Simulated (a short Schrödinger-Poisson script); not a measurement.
Structure: MOS inversion layer, SiO2 on p-type Si(100), at 300 K.

| layer | material | thickness (nm) | Na (cm⁻³) |
|---|---|---|---|
| 1 | SiO2 | 2.1 | - |
| 2 | Si | 1100 | 1.4e17 |

Constants are typed, rounded textbook-type inputs, not results; the design itself was drawn at random and stands for no fabricated device. SiO2: permittivity 3.9, conduction-band edge (eV) 3.15, gap (eV) 9, electron mass (mₑ) 0.5. Si: permittivity 11.7, conduction-band edge (eV) 0, gap (eV) 1.124, Nv at 300 K (cm⁻³) 3.1e19.

Channel valleys (confinement mass, in-plane density-of-states mass, number): Δ2 0.916, 0.19, 2; Δ4 0.19, 0.417, 4. At the gate the conduction-band edge of layer 1 lies 3.73 eV − eVg above the Fermi level of the channel; the field vanishes at the back. Gaps are held at their typed values at every temperature. Mesh 0.03 nm at interfaces.

Solved with a short Schrödinger-Poisson script written for these runs: 1D Poisson equation in equilibrium, electrons quantum, Hartree (BenDaniel-Duke, 12 states a valley, the channel's in-plane mass for all, wave functions free to enter the dielectric), parabolic valleys, classical holes, full ionisation, no traps, pinning or gate leakage.

Only gate voltages with over 1e8 electrons/cm² are shown.

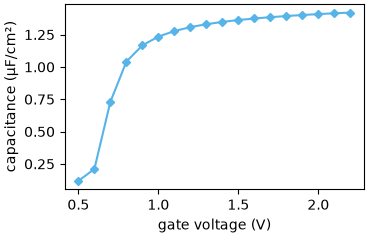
Figure: Quasi-static capacitance against gate voltage

| Vg (V) | electrons (cm⁻²) | C (μF/cm²) | Δ2 E0 (meV) | Δ2 E1 (meV) | Δ4 E0 (meV) | Δ4 E1 (meV) |
|---|---|---|---|---|---|---|
| 0.5 | 7.30e8 | 0.118 | 248.6 | 289.4 | 280.7 | 348.5 |
| 0.6 | 2.17e10 | 0.211 | 159.8 | 202.5 | 193.2 | 263.9 |
| 0.7 | 2.58e11 | 0.730 | 94.1 | 139.7 | 129.7 | 203.7 |
| 0.8 | 8.08e11 | 1.04 | 61.9 | 112.1 | 101.0 | 178.3 |
| 0.9 | 1.49e12 | 1.17 | 43.3 | 98.2 | 85.9 | 166.4 |
| 1 | 2.24e12 | 1.23 | 30.1 | 89.6 | 76.2 | 159.5 |
| 1.1 | 3.02e12 | 1.28 | 19.8 | 83.7 | 69.1 | 155.0 |
| 1.2 | 3.83e12 | 1.31 | 11.1 | 79.2 | 63.5 | 151.8 |
| 1.3 | 4.65e12 | 1.33 | 3.7 | 75.7 | 58.9 | 149.3 |
| 1.4 | 5.49e12 | 1.35 | -3.0 | 72.9 | 54.9 | 147.4 |
| 1.5 | 6.33e12 | 1.36 | -9.1 | 70.5 | 51.4 | 145.9 |
| 1.6 | 7.19e12 | 1.37 | -14.7 | 68.4 | 48.2 | 144.6 |
| 1.7 | 8.05e12 | 1.38 | -20.0 | 66.7 | 45.4 | 143.6 |
| 1.8 | 8.92e12 | 1.39 | -25.0 | 65.1 | 42.7 | 142.7 |
| 1.9 | 9.79e12 | 1.40 | -29.7 | 63.7 | 40.2 | 141.9 |
| 2 | 1.07e13 | 1.41 | -34.3 | 62.4 | 37.8 | 141.2 |
| 2.1 | 1.15e13 | 1.41 | -38.6 | 61.3 | 35.6 | 140.6 |
| 2.2 | 1.24e13 | 1.42 | -42.8 | 60.2 | 33.4 | 140.1 |

Subbands count from the Fermi level.
